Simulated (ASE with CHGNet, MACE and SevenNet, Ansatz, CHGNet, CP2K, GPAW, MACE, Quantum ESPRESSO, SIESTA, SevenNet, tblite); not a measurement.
# Running liquid methanol at 300 K (108 atoms) with machine-learned potentials

Aim: run liquid methanol at 300 K (108 atoms) in machine-learned potentials and see how near its forces come to a plane-wave reference, and at what cost.

Program: ASE with CHGNet, MACE and SevenNet. Level of theory: the method is named at each step. Results are calculated unless marked as measured.

## 1. The structure

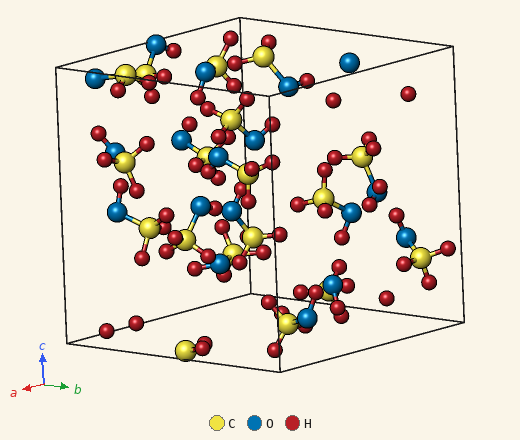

The cell as given, slightly off an axis (carbon yellow, oxygen blue, hydrogen red). Bonds to atoms that aren't drawn are left out. Some periodic images of atoms are drawn too.

The cell holds 108 atoms: 18 C, 18 O and 72 H. Its edges and angles: a = 10.663 Å, b = 10.663 Å, c = 10.663 Å, α = 90.0°, β = 90.0°, γ = 90.0°. 18 methanol placed at random, at 0.79 g/cm³; overlaps pushed apart, then 10 ps at 450 K with MMFF94 bonds, angles, torsions, charges and radii (Halgren, J. Comput. Chem. 17, 490 (1996)) in harmonic and 12-6 forms. Snapshot after 20 ps at 300 K and fixed volume. Then every atom was moved at random, 0.02 Å r.m.s. a Cartesian component (hydrogen 0.6 of that).

The yardstick, on the same geometry:

- method: Kohn-Sham DFT, PBE, PAW, plane waves (Ansatz 0.2.0); cutoff 420 eV, Γ point, fermi-dirac smearing of 0.05 eV; PAW set soft_2
- r.m.s. force component: 1.155 eV/Å
- longest force: 5.025 eV/Å
- pressure: 2.332 GPa
- gap (highest filled to lowest empty level): 4.195 eV
- SCF cycles: 10
- time: 5.3 s on 8 threads of Arm Neoverse V2, shared host
- CPU time: 37 s

## 2. CHGNet 0.3.0 potential

Method: machine-learned interatomic potential CHGNet 0.3.0, trained on PBE(+U) plane-wave data.

run.py

```python
import numpy as np
from ase.io import read
import mlip  # loads the published weights by name

atoms = read("structure.xyz")
atoms.calc = mlip.calc("chgnet-0.3.0")
energy = atoms.get_potential_energy()
forces = atoms.get_forces()
print(f"energy {energy:.6f} eV")
print("forces (eV/A)")
for i, (a, f) in enumerate(zip(atoms, forces)):
    print(f"{i:4d} {a.symbol:2s} {f[0]:10.5f} {f[1]:10.5f} {f[2]:10.5f}")
stress = -atoms.get_stress(voigt=False) * 160.21766
print("stress (GPa, compression positive)")
for row in stress:
    print(" ".join(f"{x:10.4f}" for x in row))
```

structure.xyz

```xyz
108
Lattice="10.66280 0.00000 0.00000 0.00000 10.66280 0.00000 0.00000 0.00000 10.66280" Properties=species:S:1:pos:R:3 pbc="T T T"
C 3.95718 1.56860 6.14209
O 3.92338 0.26550 6.66222
H 4.98134 1.86450 6.06020
H 3.34577 1.52190 5.23373
H 3.41657 2.16284 6.88806
H 4.08780 10.27905 5.94057
C 2.06059 7.67338 6.45697
O 1.86407 8.17304 5.11079
H 2.85347 6.98691 6.49599
H 2.42237 8.56916 6.94031
H 1.20660 7.30455 6.94351
H 2.76294 8.56447 4.82694
C 5.92958 4.56304 8.26100
O 4.95458 4.84048 7.32161
H 6.92432 4.76808 7.81199
H 5.79683 5.28331 9.11883
H 6.02608 3.48876 8.58846
H 4.23772 5.13702 7.83726
C 2.58157 1.46368 2.12979
O 3.89725 1.92432 2.05376
H 2.53604 0.91871 3.13049
H 1.92965 2.40787 2.19451
H 2.41374 0.80525 1.24893
H 4.46793 1.15499 1.89179
C 8.03751 8.84330 1.20703
O 8.40474 10.15994 1.63002
H 7.00471 8.81675 0.94995
H 8.55530 8.59454 0.26113
H 8.29161 8.15022 2.01698
H 8.09381 10.36541 2.59074
C 5.55745 8.71663 5.57814
O 4.38369 9.06381 4.85904
H 5.80131 7.62593 5.28598
H 6.32144 9.43754 5.32873
H 5.40860 8.70895 6.66286
H 4.70667 8.81152 3.93596
C 9.53681 2.28600 7.03382
O 8.79937 1.18346 7.15666
H 9.39233 2.71112 5.95229
H 9.06285 3.02013 7.73981
H 10.61311 2.22629 7.32577
H 9.12330 0.66973 7.90487
C 4.16276 7.57347 1.66745
O 5.01855 8.53451 2.13427
H 3.78625 7.81871 0.63593
H 4.72575 6.65401 1.60528
H 3.34524 7.42685 2.40990
H 5.33225 9.00761 1.36079
C 5.49283 5.03124 3.68730
O 6.23454 4.67564 4.80210
H 5.04116 5.98620 3.81526
H 6.28210 5.00437 2.86520
H 4.81991 4.17790 3.51105
H 5.62569 4.68374 5.53986
C 1.63855 0.17274 9.09462
O 2.90220 0.71036 9.15881
[... 48 atom lines left out ...]
H 0.16623 10.13808 2.82863
H 1.83070 9.35650 2.44509
H 0.38194 9.31481 1.47562
H 0.60362 8.00499 3.96166
```

Run with:

```
$ OMP_NUM_THREADS=1 python run.py > output.txt
```

Log:

```text
CHGNet v0.3.0 initialized with 412,525 parameters
CHGNet will run on cpu
energy -558.057861 eV
forces (eV/A)
   0 C    -1.34333   -0.23760    0.19177
   1 O     0.07082   -1.12725    1.15256
   2 H     0.83074    0.81697   -0.53686
   3 H     0.30698    0.78979   -0.55643
   4 H     0.13277    0.60031   -0.10285
   5 H    -0.16153    0.02793   -0.05409
   6 C     0.75896    2.19913   -1.13430
   7 O     0.05380   -0.35126   -0.44812
   8 H     1.19318   -1.41024   -0.02854
   9 H     0.15410    0.33404    1.13573
  10 H    -1.62013   -0.53710    0.35842
  11 H    -0.82922   -0.48823    0.45036
  12 C     2.13037    0.06717    1.28452
  13 O     1.24944   -0.88391   -2.25605
  14 H    -0.16485    0.08361    0.06483
  15 H     0.34106   -0.66714   -0.07592
  16 H    -0.57878    0.60669   -0.16107
  17 H    -2.94511    0.72513    1.01308
  18 C    -0.66467    0.26351    1.13342
  19 O     1.39998    0.80207   -0.10477
  20 H    -0.74257    0.16034   -0.94194
  21 H     0.39106   -1.28119   -0.24643
  22 H    -0.66865    0.17643    0.39631
  23 H     0.36178   -0.03307   -0.27486
[...]
100 H     1.06482   -1.53755    1.43709
 101 H     0.82392   -0.72038   -0.11126
 102 C     0.23296    1.54330    0.71166
 103 O     0.53394   -0.66424    1.16500
 104 H     0.53845   -0.14544    0.51341
 105 H    -0.72904   -0.35586    0.41498
 106 H    -0.42208   -0.39362   -2.12766
 107 H    -0.12249    0.02360   -0.79224
stress (GPa, compression positive)
    3.3912     0.4506     1.9025
    0.4506     2.4005    -0.9350
    1.9025    -0.9350     1.8823
```

Wall time 5.9 s (1 thread of Arm Neoverse V2, shared host); peak memory 1.7 GiB.

Banners, paths, timers and routine set-up lines are dropped from the logs unmarked, and long logs keep their key lines alone; longer cuts are marked.

Numbers from this run, and their distance from the reference:

```yaml
r_m_s_force_component: 1.15 eV/Å
r_m_s_difference_of_force_components: 148.7 meV/Å
longest_difference_of_force_vectors: 598.5 meV/Å
force_difference_over_r_m_s_force: 12.87 %
slope_of_forces_against_the_reference_s: 0.9871
correlation_of_force_components: 0.9917
pressure: 2.558 GPa
pressure_difference: 0.2262 GPa
```

Length of the force difference by element (eV/Å):

| element | atoms | mean | most |
| --- | --- | --- | --- |
| C | 18 | 0.32 | 0.46 |
| H | 72 | 0.19 | 0.60 |
| O | 18 | 0.25 | 0.55 |

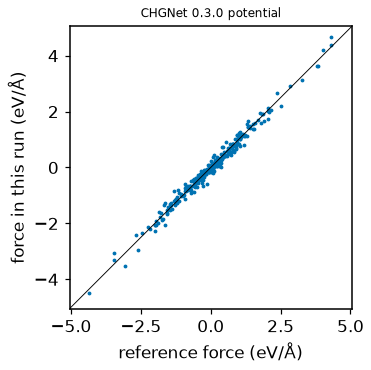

Force components against those of the reference; the line marks equality.

The surroundings of H71, picked at random, nearest first, numbered as they follow in the input and with coordinates relative to it.

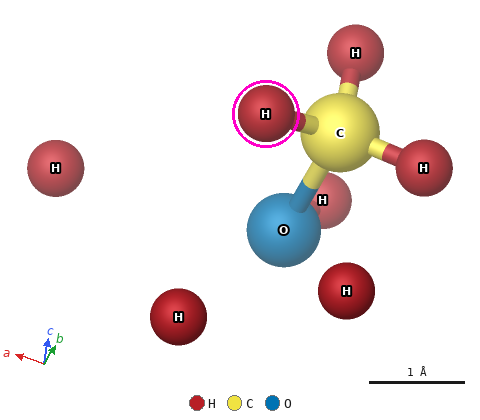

The atoms of the table, within 2.7 Å (arrows a, b, c point along x, y, z); some may hide others; the central atom is ringed.

```csv
atom,x,y,z,distance (Å),bonds,Fx,Fy,Fz (eV/Å)
H71,0.00,0.00,0.00,0.00,1,0.25,0.46,-0.24
C67,-0.93,-0.40,0.38,1.08,4,1.92,-3.05,0.14
H70,-0.95,-0.39,1.45,1.78,1,-0.02,0.68,1.13
H69,-1.79,0.00,-0.02,1.79,1,-1.88,1.11,-1.01
O68,-0.88,-1.90,0.09,2.10,2,0.10,1.68,-0.59
H40,-1.08,0.39,-2.22,2.50,1,0.54,0.41,-0.43
H41,0.47,-0.41,-2.64,2.71,1,-0.31,-0.28,-0.28
H57,1.60,-2.18,0.13,2.71,1,0.70,-0.39,-1.59
H72,-1.33,-2.23,0.89,2.75,1,-0.15,-0.71,0.46
```

Atoms are counted from 1 here, from 0 in the log.

Forces lie 13 % from the reference's, at 0.12 times its CPU time (on 1 against 8 cores).

## 3. MACE MP-0b2 small potential

Method: machine-learned interatomic potential MACE MP-0b2 small, trained on PBE(+U) plane-wave data.

Edit run.py of step 2 so:

```diff
@@ -5,3 +5,3 @@
 atoms = read("structure.xyz")
-atoms.calc = mlip.calc("chgnet-0.3.0")
+atoms.calc = mlip.calc("mace-mp-0b2-small")
 energy = atoms.get_potential_energy()
```

structure.xyz is that of step 2.

Log:

```text
energy -544.429349 eV
forces (eV/A)
   0 C    -1.42289   -0.08611    0.09058
   1 O     0.02235   -1.01449    1.11216
   2 H     0.77352    0.73226   -0.52793
   3 H     0.38431    0.70859   -0.47119
   4 H     0.17996    0.48667   -0.10181
   5 H    -0.19605    0.09759   -0.06592
   6 C     0.72539    2.30298   -1.16735
   7 O     0.28748   -0.34929   -0.35653
   8 H     1.16787   -1.43871   -0.06348
   9 H     0.08863    0.32297    1.12672
  10 H    -1.50771   -0.46940    0.24717
  11 H    -1.04534   -0.62235    0.57034
  12 C     2.19171    0.09292    1.23914
  13 O     1.18810   -0.85071   -2.39397
  14 H    -0.20442    0.13899    0.10611
  15 H     0.35015   -0.84795   -0.14828
  16 H    -0.58302    0.65586   -0.03076
  17 H    -2.91469    0.70822    1.05580
  18 C    -0.57854    0.25857    1.18611
  19 O     1.27822    0.97129   -0.01834
  20 H    -0.71736    0.16832   -1.02109
  21 H     0.50121   -1.34837   -0.29487
  22 H    -0.67882    0.23024    0.44938
  23 H     0.27020   -0.09598   -0.31935
[...]
100 H     1.00218   -1.43326    1.33486
 101 H     0.87702   -0.76883   -0.11264
 102 C     0.13745    1.33109    0.76008
 103 O     0.61765   -0.56029    1.25816
 104 H     0.72745   -0.07241    0.60567
 105 H    -0.85717   -0.27802    0.42273
 106 H    -0.33121   -0.44098   -2.21809
 107 H    -0.23923   -0.02375   -0.90148
stress (GPa, compression positive)
    3.3793     0.5299     1.9703
    0.5299     2.2989    -0.9168
    1.9703    -0.9168     1.4764
```

Elapsed: 7.8 s, on 1 thread; peak memory 0.68 GiB.

Numbers from this run, and their distance from the reference:

| Quantity | Value |
| --- | --- |
| r.m.s. force component | 1.172 eV/Å |
| r.m.s. difference of force components | 118 meV/Å |
| longest difference of force vectors | 523.8 meV/Å |
| force difference over r.m.s. force | 10.21 % |
| slope of forces against the reference's | 1.009 |
| correlation of force components | 0.995 |
| pressure | 2.385 GPa |
| pressure difference | 0.0531 GPa |

Against the first run (13 %), the force difference from the reference is 10 %, at 1.4 times the CPU time.

## 4. SevenNet l3i5 potential

Method: machine-learned interatomic potential SevenNet l3i5, trained on PBE(+U) plane-wave data.

Edit run.py of step 3 so:

```diff
@@ -5,3 +5,3 @@
 atoms = read("structure.xyz")
-atoms.calc = mlip.calc("mace-mp-0b2-small")
+atoms.calc = mlip.calc("7net-l3i5")
 energy = atoms.get_potential_energy()
```

structure.xyz is that of step 3.

Log:

```text
energy -542.906738 eV
forces (eV/A)
   0 C    -1.44703   -0.03126    0.20893
   1 O     0.01958   -1.21910    1.02089
   2 H     0.78858    0.77619   -0.55905
   3 H     0.36767    0.74678   -0.52292
   4 H     0.19110    0.57834   -0.16705
   5 H    -0.20203    0.02585    0.00137
   6 C     0.88677    2.43121   -1.14332
   7 O     0.23815   -0.38672   -0.50922
   8 H     1.18549   -1.51379   -0.03354
   9 H     0.09748    0.32039    1.20180
  10 H    -1.54510   -0.51714    0.30511
  11 H    -1.16071   -0.59567    0.60827
  12 C     2.11798    0.11759    1.11101
  13 O     1.10437   -0.71450   -2.31571
  14 H    -0.14800    0.11996    0.15437
  15 H     0.37460   -0.82436   -0.13685
  16 H    -0.56034    0.57524    0.01258
  17 H    -2.93440    0.60818    1.02484
  18 C    -0.50432    0.20815    1.27779
  19 O     1.54819    1.04080   -0.12799
  20 H    -0.84061    0.14523   -0.96265
  21 H     0.40818   -1.38704   -0.32177
  22 H    -0.75519    0.21135    0.41845
  23 H     0.23506   -0.03727   -0.30930
[...]
100 H     0.98037   -1.39990    1.30623
 101 H     0.87527   -0.82358   -0.08721
 102 C     0.09870    1.45875    0.75371
 103 O     0.51305   -0.68235    1.22981
 104 H     0.76562   -0.03838    0.63815
 105 H    -0.77553   -0.22962    0.45330
 106 H    -0.39146   -0.53833   -2.21279
 107 H    -0.20097    0.02471   -1.01238
stress (GPa, compression positive)
    3.3721     0.5473     2.0524
    0.5473     2.2810    -0.9921
    2.0524    -0.9921     1.4558
```

The job ended after 12 s (1 thread; peak memory 2 GiB).

Against the reference:

| Quantity | Value |
| --- | --- |
| r.m.s. force component | 1.174 eV/Å |
| r.m.s. difference of force components | 101.2 meV/Å |
| longest difference of force vectors | 448.6 meV/Å |
| force difference over r.m.s. force | 8.762 % |
| slope of forces against the reference's | 1.012 |
| correlation of force components | 0.9963 |
| pressure | 2.37 GPa |
| pressure difference | 0.0378 GPa |

Against the first run (13 %), the force difference from the reference is 8.8 %, at 2.5 times the CPU time.

## 5. The ladder

Differences are against the plane-wave reference, forces as r.m.s. over components; share is that over the reference's r.m.s. force, slope the least-squares factor from reference forces to these. Total energies of different programs have different zeros and aren't compared.

| run | Δ force, r.m.s. (meV/Å) | share (%) | slope | Δ pressure (GPa) | cores | CPU time | memory (GiB) |
| --- | --- | --- | --- | --- | --- | --- | --- |
| reference | - | - | - | - | 8 | 37 s | 1.2 |
| CHGNet 0.3.0 potential | 149 | 12.9 | 0.987 | 0.226 | 1 | 4.4 s | 1.7 |
| MACE MP-0b2 small potential | 118 | 10.2 | 1.009 | 0.0531 | 1 | 6.3 s | 0.68 |
| SevenNet l3i5 potential | 101 | 8.76 | 1.012 | 0.0378 | 1 | 11 s | 2.0 |

Times of the machine-learned potentials are mostly Python's start and the loading of weights.

CPU time is summed over cores on a shared host, where runs went side by side, so it is rough. Symmetry, cutoffs, thresholds, outputs and thread counts weren't matched or tuned between programs; memory under MPI is the largest rank's times the ranks.

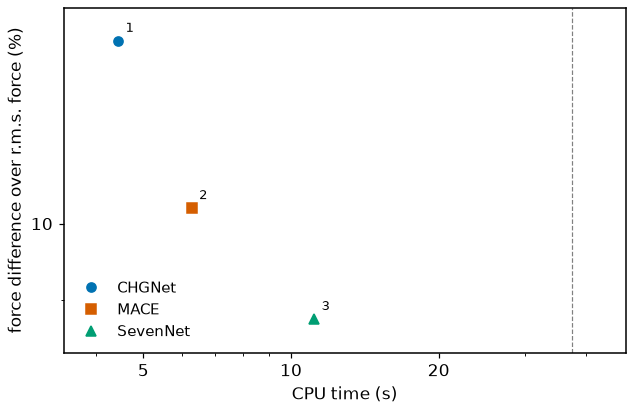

Force difference against CPU time; the dashed line marks the reference's time. Points: 1 CHGNet 0.3.0 potential; 2 MACE MP-0b2 small potential; 3 SevenNet l3i5 potential.

## 6. Outcome

* nearest in forces: SevenNet l3i5 potential, 8.8 %
* its CPU time: 11 s

Machine-learned potentials differ by 8.8 % (SevenNet l3i5 potential) to 13 % (CHGNet 0.3.0 potential); they were trained on other programs' data. Machine-learned potentials mimic data converged in k, so the reference's own k-point error enters their differences. The network of contacts between molecules at the start is that of the classical potential that made the cell, and needn't be the one that DFT or experiment would give. The reference's PBE has no dispersion term, which matters for the binding between molecules or layers. The electronic-structure runs sample only Γ, in a cell whose shortest periodic width is 11 Å.

[Also dropped from logs without a mark: logging warnings of Python, and SIESTA's first energy breakdown and zero terms.]

[Logs are printed without paths, hosts, clocks, repeated set-up lines and the standing remarks that a program may print on its own settings, such as how far it seeks lower states.]

[Hosts, paths, dates, database ids (printed as entryN), source tags and the programs' standing remarks are cut or masked in the printed files.]

[The MMFF94 radii named for the starting cell were scaled by 0.96; in molecules described by MMFF94, hydrogen bound to N, O or S took a small fixed 12-6 site in their place.]
